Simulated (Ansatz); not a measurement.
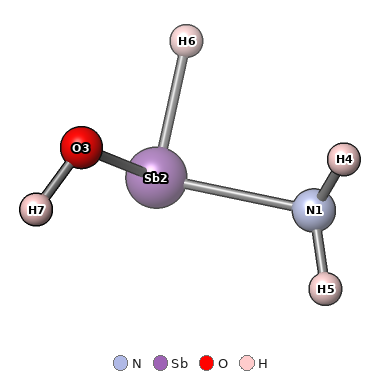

The system is H₄NOSb, SMILES [NH2][SbH][OH]; the picture shows the reference structure. First axis: dihedral H4–N1–Sb2–O3. Second axis: dihedral N1–Sb2–O3–H7. Nothing is relaxed (all other coordinates rigid). Grid: 18 × 18 points. Energies: kJ/mol, counted from the relaxed molecule at the same level. Level of theory: RKS B3LYP-D4/def2-SVP (Ansatz).

Its coordinates:

```xyz
7

N    -1.1726    0.5355   -0.5981
Sb    0.0730    0.3732    1.0250
O     1.3981   -1.0303    0.4204
H    -0.6960    0.5480   -1.5004
H    -1.8993   -0.1796   -0.6272
H     1.0919    1.6158    0.4049
H     1.2049   -1.8627    0.8754
```

Range: dihedral H4–N1–Sb2–O3 from −180 to 160°; dihedral N1–Sb2–O3–H7 from −180 to 160°.

Predict the map.

Answer. The lowest grid point is at dihedral H4–N1–Sb2–O3 = −40°, dihedral N1–Sb2–O3–H7 = −100°, 0.16 kJ/mol from the relaxed molecule at the same level. There are further wells near dihedral H4–N1–Sb2–O3 = −40°, dihedral N1–Sb2–O3–H7 = 60° (1.9 kJ/mol above the lowest at that grid point); dihedral H4–N1–Sb2–O3 = 120°, dihedral N1–Sb2–O3–H7 = 40° (10.3 kJ/mol above the lowest at that grid point); dihedral H4–N1–Sb2–O3 = 140°, dihedral N1–Sb2–O3–H7 = −100° (11.3 kJ/mol above the lowest at that grid point). The highest grid point, dihedral H4–N1–Sb2–O3 = 60°, dihedral N1–Sb2–O3–H7 = 160°, lies 49.9 kJ/mol above the lowest. On the interpolated surface the easiest way out of the lowest well to the well at about dihedral H4–N1–Sb2–O3 = −45°, dihedral N1–Sb2–O3–H7 = 65° passes a barrier of about 11 kJ/mol. Round the minimum the two coordinates are weakly coupled (coupling −0.09 in units of the two stiffnesses).

```tsv
dihedral N1–Sb2–O3–H7 ↓, dihedral H4–N1–Sb2–O3 →	−160	−120	−80	−40	0	40	80	120	160
140	44.2	43.9	23.6	11.8	26.3	47.4	42.6	28.7	30.9
100	35.2	35.3	16.2	5.0	18.1	37.3	32.3	19.5	22.1
60	31.5	30.6	11.2	2.1	15.8	31.6	23.4	11.3	16.7
20	37.0	36.9	16.0	7.5	23.6	37.8	25.7	11.9	18.9
−20	39.2	42.7	22.3	11.4	28.0	45.5	33.8	17.1	21.1
−60	32.3	35.8	17.6	5.9	20.7	40.6	32.7	16.2	17.4
−100	27.9	28.8	10.6	0.2	14.6	34.4	27.8	13.0	14.7
−140	34.6	33.2	13.5	4.0	19.4	38.9	32.0	18.2	21.4
−180	44.8	43.2	22.3	11.9	27.8	48.2	41.8	27.9	31.2
```

The table holds every second grid line.

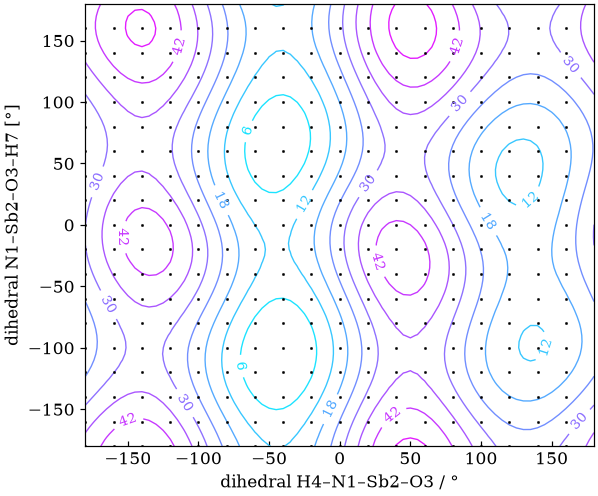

The picture shows contour lines labelled in kJ/mol, dots at the grid points. Between grid points the surface is interpolated.

Time for the 324 points that were run: 21 min on 1 thread of Intel(R) Xeon(R) Platinum 8259CL CPU @ 2.50GHz (Skylake/Cascade Lake), on a shared host.
